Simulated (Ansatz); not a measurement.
A series of calculations on CH₄OSSi

Part 1: Relaxation

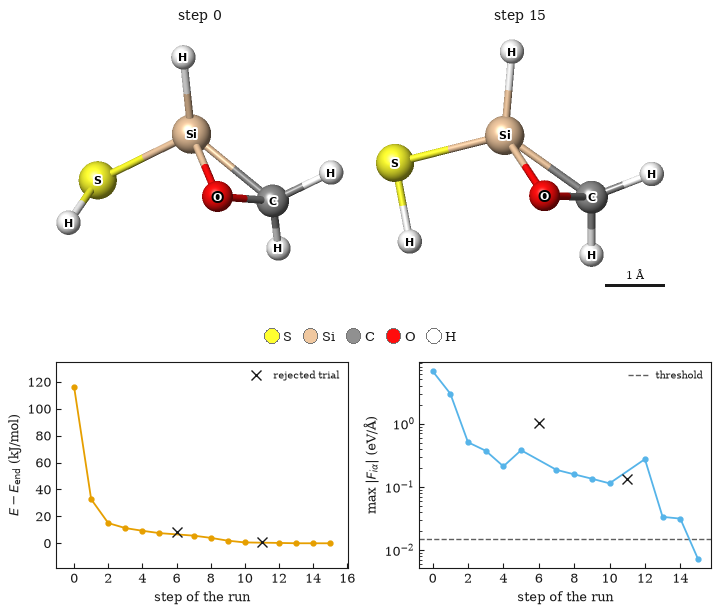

First and last geometry of a relaxation of CH₄OSSi, with the history of the run. The picture is a ball-and-stick view, seen at a tilt.

The run prepares an end point of a later path (torsion) calculation, from a guessed geometry.

The calculation used RKS BLYP/STO-3G in Ansatz 0.2.0. Settings: no spin polarisation; force threshold 0.015 eV/Å; at most 40 steps.

Did the run converge, and what did it change?

It converged. An H atom moves most after the best rigid fit: 0.80 Å. Largest moves by element: H 0.80 Å, S 0.61 Å, O 0.34 Å, Si 0.28 Å, C 0.07 Å. Some distances before and after: C–O 1.377 → 1.542 Å, O–Si 1.650 → 1.756 Å, S–Si 2.065 → 2.141 Å, C–H 1.052 → 1.114 Å. Among the angles between lasting bonds that change: S–Si–O 108.2° → 120.7°, O–Si–H 105.4° → 117.1°, S–Si–C 113.8° → 124.8°. After 13 accepted moves (15 points after the start) the energy has fallen by 116.4 kJ/mol. The largest force component goes from 6.8 to 0.0073 eV/Å. The line search rejected the trial steps at points 6, 11 of the run. The run took 31 s on 1 thread of AMD EPYC 7R43 64-Core Processor (Zen 3) (shared host), peak memory 0.15 GiB.

Limits of the set-up: STO-3G is a minimal basis, so the numbers are rough.

Part 2: Relaxation

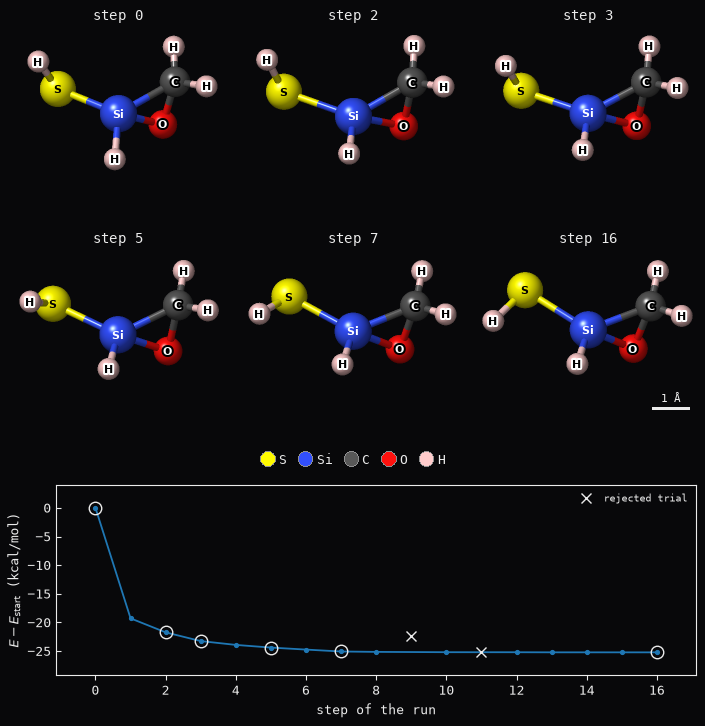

Frames of a relaxation of CH$_{4}$OSSi, marked on the history of the run. A ball-and-stick model, seen at a tilt.

The run prepares an end point of a later path (torsion) calculation, from a guessed geometry.

These are results of RKS BLYP/STO-3G (Ansatz 0.2.0), not measurements.

Input file:
```yaml
crystal:
  periodic: [false, false, false]
  atoms:
    - { symbol: S, position_ang: [-1.8355, 0.4858, -1.0354] }
    - { symbol: Si, position_ang: [0.0883, 0.7018, -0.3153] }
    - { symbol: C, position_ang: [0.6561, 2.42515, -0.24473] }
    - { symbol: O, position_ang: [0.92419, 1.66554, -1.36135] }
    - { symbol: H, position_ang: [-2.4483, 0.3045, 0.1297] }
    - { symbol: H, position_ang: [0.948, -0.5106, -0.11578] }
    - { symbol: H, position_ang: [-0.04106, 3.21298, -0.22401] }
    - { symbol: H, position_ang: [1.57656, 2.61266, 0.42307] }
basis:
  gaussian: { orbitals: STO-3G }
hamiltonian:
  xc: blyp
relax:
  f_tol: 0.015
  max_steps: 40
```

Run as
```bash
ansatz run input.yaml --threads 1 --pin off --max-ram 2048MiB --backend cpu --events-out ev --progress --plain --runs-dir out
```

**What happens along the run?**

Over 14 accepted moves (16 points after the start) the energy falls by 25.2 kcal/mol. Largest force component: 6.8 eV/Å at the start, 0.0046 eV/Å at the end. The line search rejected the trial steps at points 9, 11 of the run. The forces were under the threshold at step 13, but the run went on from there. The atom that moves furthest after the best rigid fit is H5 (1.07 Å). By element the largest moves are H 1.07 Å, S 0.64 Å, Si 0.22 Å, O 0.18 Å, C 0.17 Å. Some distances before and after: C3–O4 1.377 → 1.539 Å, Si2–O4 1.650 → 1.757 Å, S1–Si2 2.065 → 2.148 Å, C3–H7 1.052 → 1.115 Å. Bond angles that change, for instance: S1–Si2–O4 108.2° → 119.6°, O4–Si2–H6 105.4° → 116.3°, O4–C3–H7 123.9° → 114.2°. From step 0 to 2: S1 moves most (0.26 Å), energy −21.7 kcal/mol. From step 2 to 3: H5 moves most (0.20 Å), energy −1.52 kcal/mol. From step 3 to 5: H5 moves most (0.39 Å), energy −1.13 kcal/mol. From step 5 to 7: H5 moves most (0.39 Å), energy −0.69 kcal/mol. From step 7 to 16: H5 moves most (0.26 Å), energy −0.15 kcal/mol.

Limits of the set-up: STO-3G is a minimal basis, so the numbers are rough.

Part 3: Path

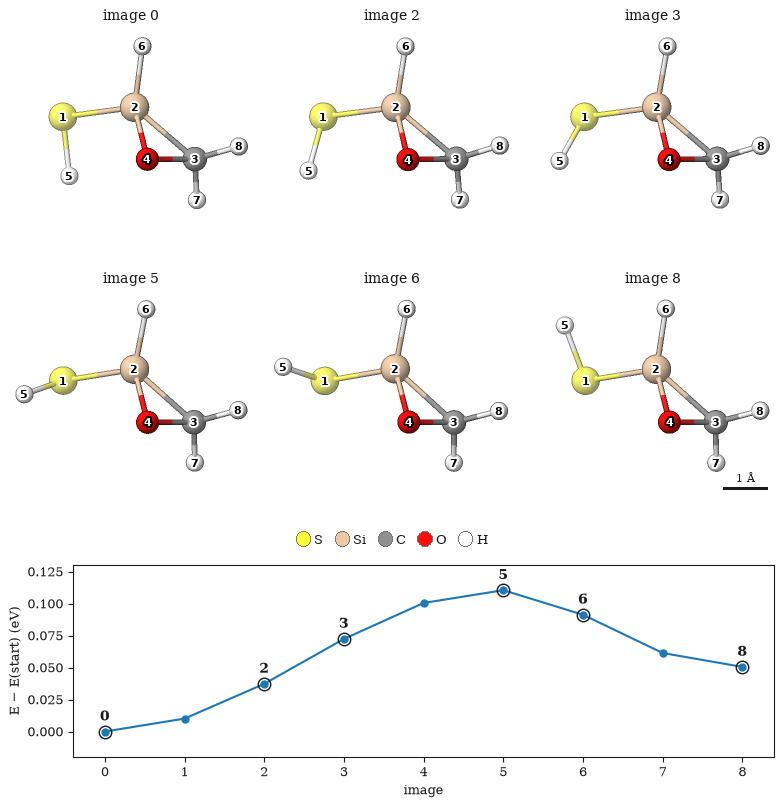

A nudged-elastic-band calculation for CH$_{4}$OSSi. Images are numbered from 0 (start) to 8 (end). The picture is a ball-and-stick view, seen at a tilt.

Method: RKS BLYP/STO-3G (Ansatz). Run with 7 movable images; climbing image; force threshold 0.03 eV/Å; iteration limit 60; starting path through a guess of the saddle point.

Q: What happens along the path, and what is the barrier?

A: Forward barrier 0.110 eV, backward barrier 0.060 eV, with image 5 at the top; the reaction energy is +0.051 eV. The motion is a rotation about the S1–Si2 bond by about 165°. No bond forms or breaks between the ends. Among the angles between lasting bonds that change up to the highest image: S1–Si2–H6 110.5° → 115.6°, C3–Si2–H6 120.5° → 117.8°. The band converged in 18 iterations, with a climbing image at the top.

Limits of the set-up: STO-3G is a minimal basis, so the numbers are rough.

The run took 2.7 min on 1 thread of AMD EPYC 7R43 64-Core Processor (Zen 3) (shared host), peak memory 0.1 GiB.
